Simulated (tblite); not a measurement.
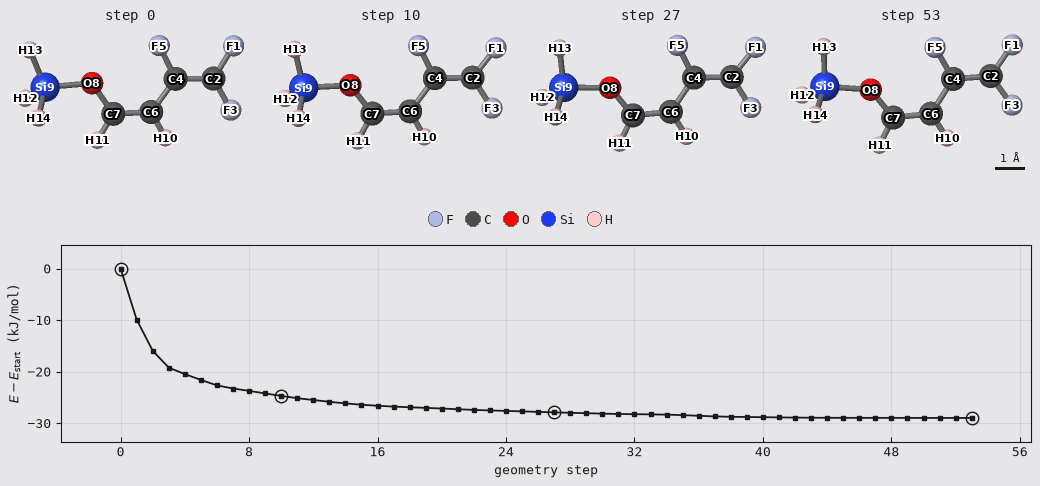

Frames of a relaxation of C₄H₅F₃OSi, marked on the history of the run. Style: ball-and-stick. Shown at a tilt.

These are results of GFN2-xTB geometry optimisation, gas phase in tblite 0.8.0, not measurements. 

> What happens along the run?

The energy falls by 29.0 kJ/mol in 53 geometry steps. The atom that moves furthest after the best rigid fit is H13 (0.50 Å). Largest moves by element: H 0.50 Å, O 0.24 Å, F 0.18 Å, C 0.14 Å, Si 0.03 Å. Near-neighbour distances that change, for instance: C7–O8 1.380 → 1.324 Å, Si9–H13 1.489 → 1.449 Å, Si9–H14 1.489 → 1.464 Å, O8–Si9 1.661 → 1.637 Å. Bond angles that change, for instance: C7–O8–Si9 121.2° → 134.1°, O8–Si9–H13 109.6° → 99.0°, F1–C2–F3 120.3° → 110.7°. From step 0 to 10: H13 moves most (0.17 Å), energy −24.7 kJ/mol. From step 10 to 27: H13 moves most (0.18 Å), energy −3.18 kJ/mol. From step 27 to 53: F and H atoms move most (0.15 Å), energy −1.09 kJ/mol.

```
step  E − E(0), kJ/mol
   0              0.00
   1             -9.88
   2            -15.95
   3            -19.21
   4            -20.46
   5            -21.60
   6            -22.65
   7            -23.26
   8            -23.72
   9            -24.21
  10            -24.70
  12            -25.49
  15            -26.40
  17            -26.77
  19            -27.02
  21            -27.28
  24            -27.60
  26            -27.79
  28            -27.97
  30            -28.14
  33            -28.28
  35            -28.42
  37            -28.67
  39            -28.79
  42            -28.90
  44            -28.94
  46            -28.95
  48            -28.96
  51            -28.97
  53            -28.97
```
